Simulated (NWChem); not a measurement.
# ZnH2 (SMILES [ZnH2]): TPSSh/3-21G

Aim: the vertical ionisation energy of ZnH2 at TPSSh/3-21G, from 2 runs. 

Program for the calculation: NWChem 7.3.0.

2 further runs of the same task are left out: 1 that didn't finish, 1 set aside as unsound or not needed.

## 1. The structure to begin with

The species is ZnH2 (3 atoms), meant as a singlet with charge 0. As SMILES, `[ZnH2]`. The shape is that of a PBE0-D4/def2-TZVP optimisation.

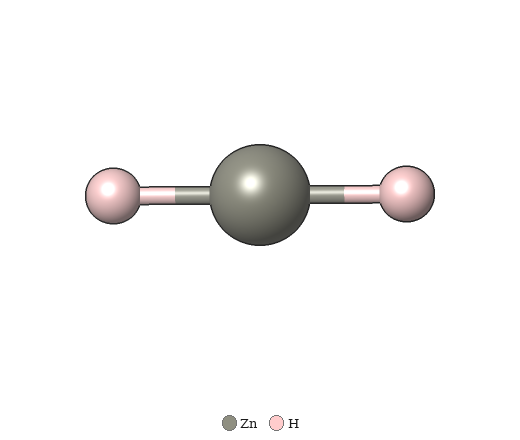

The structure, seen from a chosen angle (zinc grey, hydrogen pink).

## 2. A single-point energy at TPSSh/3-21G

input.nw

```
start input
title "H2Zn TPSSh"
memory stack 880 mb heap 220 mb global 1100 mb
charge 0

geometry noautosym nocenter noautoz
  Zn      -0.003700      -0.021600      -0.004400
  H        0.590600       1.324200       0.465500
  H       -0.597900      -1.367400      -0.474400
end

basis spherical bse
  * library 3-21G
end

dft
  xc xctpssh
  mult 1
  grid fine
  convergence energy 1e-08
  iterations 100
  mulliken
  noprint "final vectors analysis"
end

task dft energy
```

The run is started by

```bash
$ nwchem input.nw > input.out
```

What it wrote:

```text
[...]
          Wavefunction type:  closed shell.
          No. of atoms     :     3
          No. of electrons :    32
[...]
          Charge           :     0
          Spin multiplicity:     1
[...]
          AO basis - number of functions:    31
[...]
              XC Information
              --------------
                  TPSS hybrid Method XC Functional
                     Hartree-Fock (Exact) Exchange  0.100
                  TPSS metaGGA Exchange Functional  0.900
             TPSS03 metaGGA Correlation Functional  1.000
[...]
 d= 0,ls=0.0,diis     1  -1771.6003507722 -1.79D+03  2.41D-02  6.09D-02     0.2
[...]
 d= 0,ls=0.0,diis     7  -1771.6262349759 -2.99D-10  1.34D-07  2.29D-11     1.1
         Total DFT energy =    -1771.626234975877
      One electron energy =    -2515.634523226336
           Coulomb energy =      795.101048797698
    Exchange-Corr. energy =      -71.822671779230
 Nuclear repulsion energy =       20.729911231991
[...]
      Total Density - Mulliken Population Analysis
     ---------------------------------------------
    Atom       Charge   Shell Charges
 -----------   ------   -------------------------------------------------------
    1 Zn  30    29.76   2.00  2.00  6.00  2.00  5.97  1.03  0.71  0.20  0.07  5.03  4.76
    2 H    1     1.12   0.41  0.71
    3 H    1     1.12   0.41  0.71
[...]
```

Wall time 1.6 s (1 thread of Intel Xeon 6975P-C (Granite Rapids), shared host); peak memory 0.11 GiB.

## 3. The doublet cation at the same level

h2zn.nw

```
start h2zn
title "H2Zn energy"
memory total 2200 mb
charge 1
geometry units bohr noautosym nocenter noautoz
  Zn    -0.00699199    -0.04081808    -0.00831479
  H      1.11607225     2.50237533     0.87966751
  H     -1.12986725    -2.58401150    -0.89648607
end
basis spherical bse
  Zn library 3-21G
  H library 3-21G
end
dft
  xc xctpssh
  mult 2
  grid fine
  convergence energy 1e-08
  iterations 100
  mulliken
  noprint "final vectors analysis"
end
task dft
```

The run is started by

```bash
$ nwchem h2zn.nw > h2zn.out
```

What it wrote:

```text
[...]
          Wavefunction type:  spin polarized.
          No. of atoms     :     3
          No. of electrons :    31
[...]
          Charge           :     1
          Spin multiplicity:     2
[...]
          AO basis - number of functions:    31
[...]
              XC Information
              --------------
                  TPSS hybrid Method XC Functional
                     Hartree-Fock (Exact) Exchange  0.100
                  TPSS metaGGA Exchange Functional  0.900
             TPSS03 metaGGA Correlation Functional  1.000
[...]
 d= 0,ls=0.0,diis     1  -1770.7594400611 -1.79D+03  7.21D-02  3.08D+00     0.4
[...]
 d= 0,ls=0.5,diis    18  -1771.2420758593 -4.00D-09  1.97D-06  2.33D-09     4.8
[...]
         Total DFT energy =    -1771.242075860664
      One electron energy =    -2506.092346159983
           Coulomb energy =      785.693020009737
    Exchange-Corr. energy =      -71.572659475505
 Nuclear repulsion energy =       20.729909765087
[...]
      Total Density - Mulliken Population Analysis
     ---------------------------------------------
    Atom       Charge   Shell Charges
 -----------   ------   -------------------------------------------------------
    1 Zn  30    29.19   2.00  2.00  6.00  2.00  5.96  1.10  0.34 -0.00 -0.04  5.05  4.79
    2 H    1     0.91   0.37  0.53
    3 H    1     0.91   0.37  0.53
[...]
      <S2> =      0.7744 (Exact =     0.7500)
[...]
```

Wall time 5.7 s (1 thread of Intel Xeon 6975P-C (Granite Rapids), shared host); peak memory 0.11 GiB.

## 4. Results

Level: TPSSh/3-21G.

| quantity | value |
| --- | --- |
| singlet ZnH2: total energy | -1771.62623 Eh |
| singlet ZnH2: dipole moment | 0.00 D |
| doublet cation: total energy | -1771.24208 Eh |
| doublet cation: ⟨S²⟩ | 0.774 |
| vertical ionisation energy (to the doublet cation) | 10.454 eV |

**Reading.** The vertical ionisation energy comes to 10.45 eV (1009 kJ/mol). Mulliken charges (singlet ZnH2) run from -0.12 on H2 to +0.24 on Zn1. Mulliken charges (doublet cation) run from +0.09 on H2 to +0.81 on Zn1.
